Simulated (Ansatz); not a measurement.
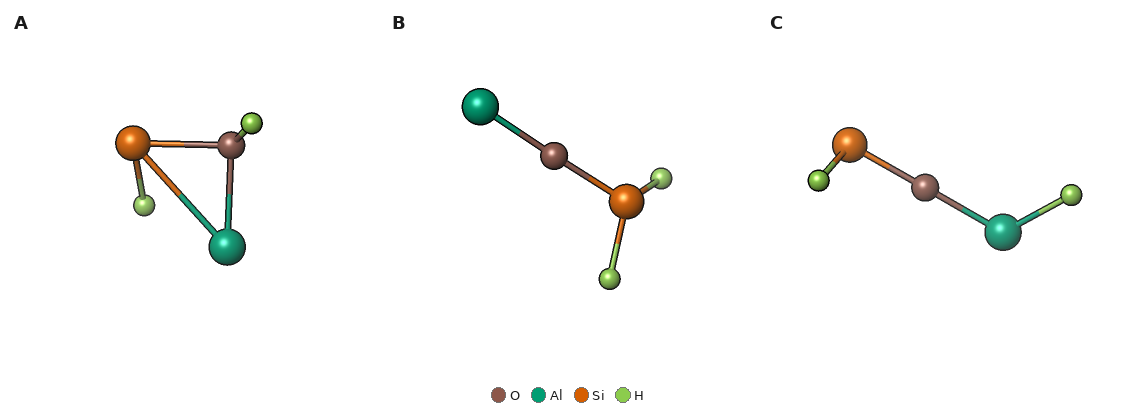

3 stationary structures of one formula. Charge 0, doublet. Geometries: PBE0-D4/def2-TZVP. Electronic energies: B3LYP-D4/def2-TZVPP (Ansatz 0.2.0), without zero-point energy. No frequency run is at hand to confirm each as a minimum.

### Which is lowest in energy, and by how much?

B is lowest; C lies 108.2 kJ/mol above it, A lies 159.9 kJ/mol above it (C1).
